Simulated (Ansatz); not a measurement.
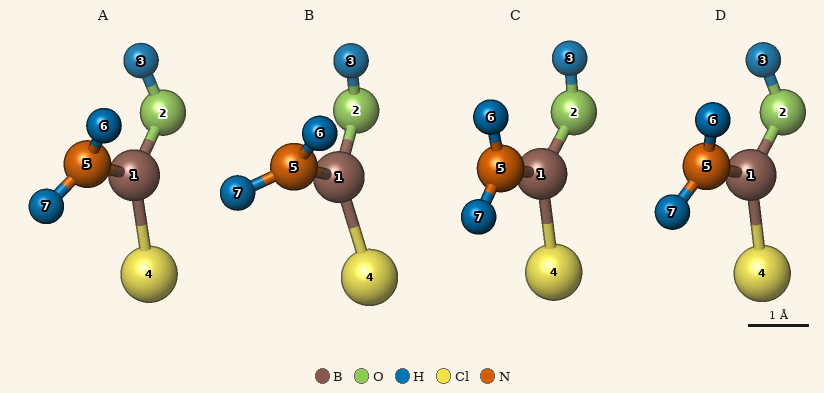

4 geometries from one relaxation of BNH3OCl, in shuffled order. A ball-and-stick model, seen from a free direction.

The run prepares the start of a later molecular dynamics calculation, from a guessed geometry.

Level of theory: RKS B3LYP-D4/6-31G (Ansatz). Settings: no spin polarisation; force threshold 0.02 eV/Å; at most 40 steps.

> Order the frames from highest to lowest energy.

B, A, D, C. They are steps 0, 2, 3, 7, at +25.3 kcal/mol, +7.81 kcal/mol, +2.71 kcal/mol relative to the last. H7 moves most after the best rigid fit: 0.77 Å. Largest moves by element: H 0.77 Å, Cl 0.39 Å, O 0.26 Å, B 0.11 Å, N 0.05 Å. Near-neighbour distances that change, for instance: B1–N5 1.550 → 1.404 Å, N5–H6 1.060 → 1.010 Å, O2–H3 1.010 → 0.972 Å, B1–O2 1.410 → 1.376 Å. Bond angles that change, for instance: B1–O2–H3 109.5° → 120.3°, O2–B1–N5 120.0° → 126.5°, H6–N5–H7 120.0° → 114.6°. Groups turn about B1–N5 by about 65°. After 7 geometry steps the energy has fallen by 25.3 kcal/mol. Largest force component: 2.3 eV/Å at the start, 0.0078 eV/Å at the end.

Limits of the set-up: the basis has no polarisation functions, which atoms past neon need.
